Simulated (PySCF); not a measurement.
System: C₅H₇ClN₂Si (SMILES C=Nc1ccn([SiH2]Cl)c1).

Input

```
{"job": {"kind": "nmr", "xc": "PBE0", "basis": "pcSseg-1"}, "charge": 0, "multiplicity": 1}
C     -3.264769    -0.730461     0.378753
N     -2.092707    -1.187549     0.308723
C     -0.995550    -0.387422     0.085361
C     -0.899783     0.983077    -0.321264
C      0.421039     1.268896    -0.415020
N      1.168682     0.162178    -0.081657
Si     2.914842     0.089486    -0.143129
Cl     3.486275    -1.533696     0.870655
C      0.292541    -0.845071     0.210777
H     -3.542991     0.323855     0.296486
H     -4.067941    -1.434617     0.540514
H     -1.711746     1.652494    -0.525782
H      0.911187     2.181243    -0.692928
H      3.332859    -0.020305    -1.537941
H      3.406112     1.301216     0.503400
H      0.634351    -1.814381     0.511641
```

Run with:

```sh
OMP_NUM_THREADS=1 python probes_run.py task.json out
```

Geometry: GFN2-xTB.

All numbers below come from PBE0/pcSseg-1, SCF density, gas phase, non-relativistic in PySCF.

Question: What will maps of the electron density and electron localisation function show?

Answer: C–N (1.26 Å): the density is about 2.8 e/Å³ at the midpoint; the ELF peaks at about 0.90 between the atoms: a short, multiple covalent bond.
C–C (1.35 Å): the density is about 2.2 e/Å³ at the midpoint; the ELF peaks at about 0.95 between the atoms, as expected for a covalent bond.
Si–N (1.75 Å): ρ at the midpoint is about 1.1 e/Å³; the ELF peaks at about 0.95 between the atoms; a polar covalent bond.
C–H (1.07 Å): ρ is about 2.1 e/Å³ halfway; the ELF climbs to about 1 towards the hydrogen, as it does in any bond to H (a covalent bond by its length).

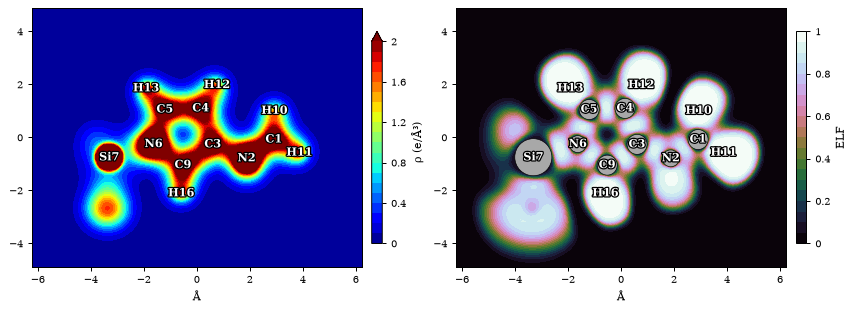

Computed electron density and electron localisation function on the plane of atoms Si7, N6 and C9, in this order. Grey discs cover the atomic cores in the ELF map. 
